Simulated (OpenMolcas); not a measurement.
# B97-2/ANO-XS-VDZ (DKH2) run of AlH (SMILES [AlH])

Aim: the vertical ionisation energy of AlH at B97-2/ANO-XS-VDZ (DKH2), from 2 runs. 

Program for the calculation: OpenMolcas 26.06.

### Step 1. The structure to begin with

AlH: 2 atoms, total charge 0, spin state singlet. SMILES: `[AlH]`. The shape comes from GFN2-xTB, which is rough for such elements, and wasn't checked as a minimum.

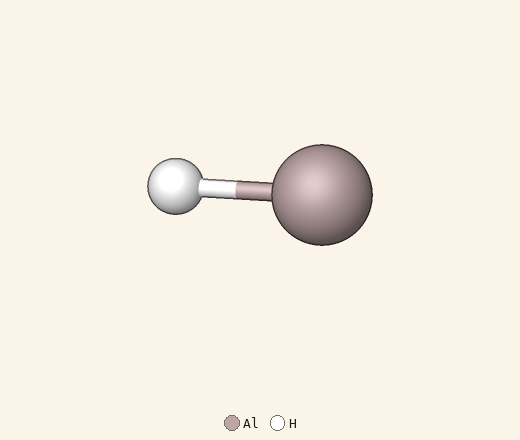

The structure, seen from a chosen angle (aluminium light grey, hydrogen white).

### Step 2. The energy at B97-2/ANO-XS-VDZ (DKH2)

Contents of mol.xyz:

```xyz
2

Al     0.000000     0.000000     0.000000
H      0.000000     0.000000     1.613470
```

Contents of job.input:

```
>>> EXPORT MOLCAS_PRINT=2

&gateway
 coord=mol.xyz
 basis=ANO-XS-VDZ
 group=NoSym

&seward
 relativistic=R02E00

&scf
 ksdft=HYB_GGA_XC_B97_2
 prorbitals=1 1
```

The run is started by

```
$ export MOLCAS_MEM=1860
$ pymolcas job.input > job.log
```

Output, cut to the lines that bear on the results:

```text
--- Start Module: gateway ---
[...]
--- Stop Module: gateway /rc=_RC_ALL_IS_WELL_ ---
--- Start Module: seward ---
[...]
      Basis functions           15
--- Stop Module: seward /rc=_RC_ALL_IS_WELL_ ---
--- Start Module: scf ---
[...]
       Convergence after   8 Iterations
[...]
::    Total KS-DFT energy                            -243.3969196779
[...]
      Total spin, S                                     0.0000000000
[...]
      Total electronic charge=   14.000000
      Total            charge=   -0.000000
[...]
      Dipole Moment (debye):
      Origin of the operator (angstrom)=    0.0000    0.0000    0.0581
                   X= -3.3206E-14               Y=  3.1585E-14               Z=  3.0170E-01           Total=  3.0170E-01
      Quadrupole Moment (debye*angstrom):
[...]
--- Stop Module: scf /rc=_RC_ALL_IS_WELL_ ---
[...]
```

Wall time 2.2 s (1 thread of Arm Neoverse V1, shared host); peak memory 0.37 GiB.

### Step 3. The doublet cation at the same level

mol.xyz is that of step 2.

Contents of job.input:

```
&GATEWAY
  Coord=mol.xyz
  Basis=ANO-XS-VDZ
  Group=NoSym

&SEWARD
  Relativistic=R02E00

&SCF
  UHF
  Charge=1
  Spin=2
  KSDFT=HYB_GGA_XC_B97_2
  PrOrbitals=1 1
```

The run is started by

```
$ export MOLCAS_MEM=1860
$ pymolcas job.input > job.log
```

Output, cut to the lines that bear on the results:

```text
--- Start Module: gateway ---
[...]
--- Stop Module: gateway /rc=_RC_ALL_IS_WELL_ ---
--- Start Module: seward ---
[...]
      Basis functions           15
--- Stop Module: seward /rc=_RC_ALL_IS_WELL_ ---
--- Start Module: scf ---
[...]
       Convergence after  13 Iterations
[...]
::    Total KS-DFT energy                            -243.0990175159
[...]
      Total spin, S                                     0.5025527634
[...]
      Total electronic charge=   13.000000
      Total            charge=    1.000000
[...]
      Dipole Moment (debye):
      Origin of the operator (angstrom)=    0.0000    0.0000    0.0581
                   X= -5.4079E-14               Y=  2.0008E-14               Z= -3.4280E-01           Total=  3.4280E-01
      Center of Charge (angstrom)
[...]
--- Stop Module: scf /rc=_RC_ALL_IS_WELL_ ---
[...]
```

Run time: 3.3 s. Hardware: 1 thread of Arm Neoverse V1, shared host; peak memory 0.37 GiB.

### Step 4. Outcome

Level: B97-2/ANO-XS-VDZ (DKH2).

| quantity | value |
| --- | --- |
| singlet AlH: total energy | -243.39692 Eh |
| singlet AlH: dipole moment | 0.30 D |
| singlet AlH: HOMO energy | -5.48 eV |
| singlet AlH: LUMO energy | -1.78 eV |
| singlet AlH: HOMO–LUMO gap | 3.70 eV |
| doublet cation: total energy | -243.09902 Eh |
| doublet cation: HOMO energy (highest over α and β) | -13.78 eV |
| doublet cation: LUMO energy (lowest over α and β) | -11.17 eV |
| doublet cation: ⟨S²⟩ | 0.755 |
| vertical ionisation energy (to the doublet cation) | 8.106 eV |

The vertical ionisation energy comes to 8.11 eV (187 kcal/mol). The negative HOMO energy of the first species, 5.48 eV, lies 2.63 eV below that difference.
